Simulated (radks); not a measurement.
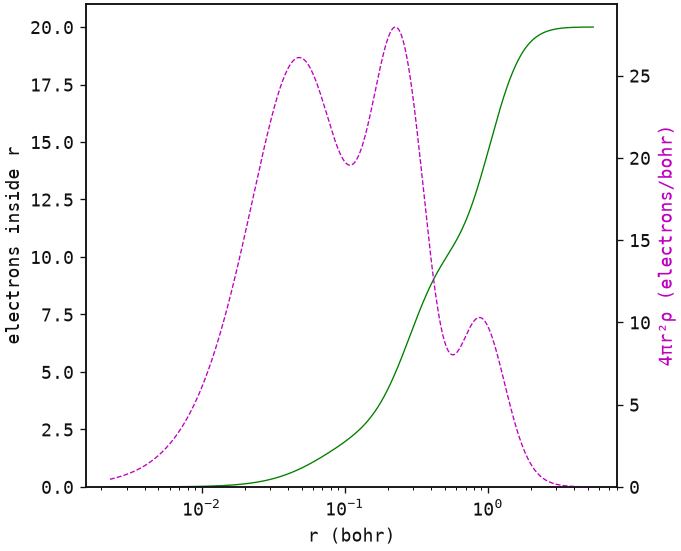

System: Ti²⁺ (Z = 22, 20 electrons), configuration [Ar] 3d2 (high spin). Method: scalar-relativistic Kohn-Sham, LDA (Slater exchange, VWN5 correlation), spin-polarised, spherical densities, finite nucleus; computed with the in-house radial solver radks.

```
Z 22
configuration [Ar] 3d2
relativity scalar-relativistic
functional lda,vwn5
spin polarised
nucleus finite rms 3.5921 fm
c 137.035999084
```

The plot shows the number of electrons inside radius r (solid) and the radial density 4πr²ρ (dashed).

### Describe it and give its main numbers.

The count levels off at 20 electrons. Half of them lie within 0.515 bohr, 90 % within 1.48 bohr and 99 % within 2.55 bohr. The radial density has minima at 0.109 and 0.572 bohr, where the count stands at 2.1 and 10.5; these part the shells that the density resolves.
